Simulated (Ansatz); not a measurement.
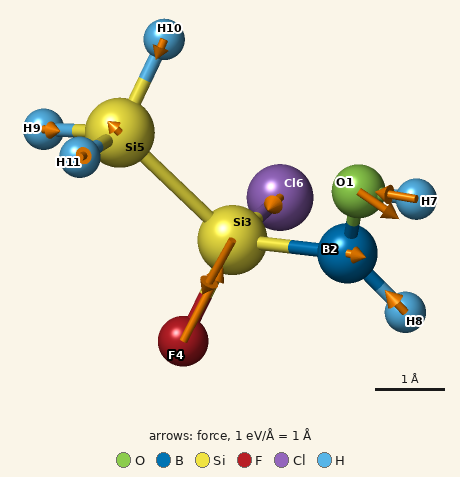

Starting geometry of BSi$_{2}$H$_{5}$OClF with the computed forces as orange arrows. The picture is a ball-and-stick view, seen from a free direction.

The start comes from PBE-D4/def2-SVP.

Method: Ansatz 0.2.0, RKS PBE0-D4/def2-TZVP.

Input file:
```yaml
crystal:
  periodic: [false, false, false]
  atoms:
    - {symbol: O, position_ang: [-2.128190, -0.262982, -0.681820]}
    - {symbol: B, position_ang: [-1.677301, -0.308976, 0.596954]}
    - {symbol: Si, position_ang: [0.310654, -0.001607, 0.874240]}
    - {symbol: F, position_ang: [0.918302, -1.135914, 1.905326]}
    - {symbol: Si, position_ang: [1.710925, 0.134534, -1.013241]}
    - {symbol: Cl, position_ang: [0.445240, 1.855869, 1.844601]}
    - {symbol: H, position_ang: [-3.095797, -0.376144, -0.753266]}
    - {symbol: H, position_ang: [-2.443259, -0.487489, 1.533056]}
    - {symbol: H, position_ang: [3.121073, 0.452334, -0.596534]}
    - {symbol: H, position_ang: [1.200482, 1.233528, -1.905954]}
    - {symbol: H, position_ang: [1.703372, -1.160051, -1.782662]}
basis:
  gaussian: {orbitals: def2-TZVP}
hamiltonian: {xc: pbe0, dispersion: d4}
relax: {f_tol: 0.005, max_steps: 150}
```

Run as
```bash
ansatz run in.yaml --threads 4 --pin off --events-out ev --progress --plain --max-ram 10444MiB
```

Is this structure relaxed? If not, where do the atoms go?

Answer. It isn't relaxed: the largest force vector, on F4, is 1.27 eV/Å. The final displacements have little in common with the starting forces (cosine between the two patterns 0.23). The largest move after the best rigid fit is that of H8, 0.19 Å. Largest moves by element: H 0.19 Å, O 0.11 Å, F 0.08 Å, Cl 0.04 Å, B 0.03 Å, Si 0.02 Å. Some distances before and after: Si3–F4 1.649 → 1.606 Å, Si3–Cl6 2.100 → 2.068 Å, B2–H8 1.223 → 1.203 Å, Si5–H10 1.505 → 1.486 Å. After 13 accepted moves (14 points after the start) the energy has fallen by 1.41 kcal/mol. The largest force component goes from 0.88 to 0.0048 eV/Å. The line search rejected the trial step at point 11 of the run.
